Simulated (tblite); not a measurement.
# C2H7F3NPSi2: the cost of one run

Programs: tblite 0.8.0 and PySCF 2.14.0, with density-fitted response routines of our own. Each step states its level of theory. These are calculated values for one molecule in the gas phase, unless marked as measured. Atoms are numbered from 0 throughout.

## 1. Starting geometry

16 atoms, charge 0, multiplicity 1; geometry from: force field or distance geometry start.

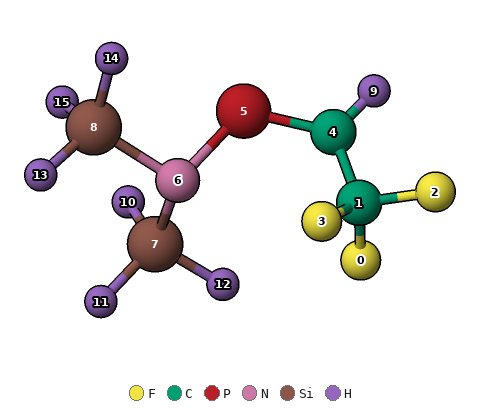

As it starts; fluorine yellow, carbon teal, phosphorus red, nitrogen pink, silicon brown, hydrogen purple, atoms numbered.

## 2. Optimising the geometry with GFN2-xTB

The job: settings as JSON, then the geometry in Å.

```
{"job": {"kind": "relax", "xc": "GFN2-xTB", "basis": "xTB"}, "charge": 0, "multiplicity": 1}
F      2.375000    -1.679800    -0.027300
C      2.561200    -0.362800     0.377500
F      3.961500    -0.195500     0.275100
F      2.174500    -0.129400     1.680200
C      1.976600     0.592700    -0.579800
P      0.356000     0.992200    -0.612900
N     -0.672600     0.192300     0.623300
Si    -1.368200    -1.342800     0.020100
Si    -2.068900     1.324000     0.806200
H      2.613900     1.065000    -1.318300
H     -2.106800    -1.089900    -1.242400
H     -2.212300    -2.002600     1.045500
H     -0.265400    -2.258000    -0.244500
H     -2.838500     0.911900     1.954900
H     -1.581200     2.726100     0.902700
H     -2.912300     1.265300    -0.404300
```

On the command line:

```sh
> OMP_NUM_THREADS=1 python probes_run.py task.json out
```

This one command runs all jobs of the session in turn.

**Question.** How long does this first job take on 1 thread of Intel Xeon 6975P-C, shared host, and how much memory does it need?

About 2.2 s, with a peak of 0.18 GiB.
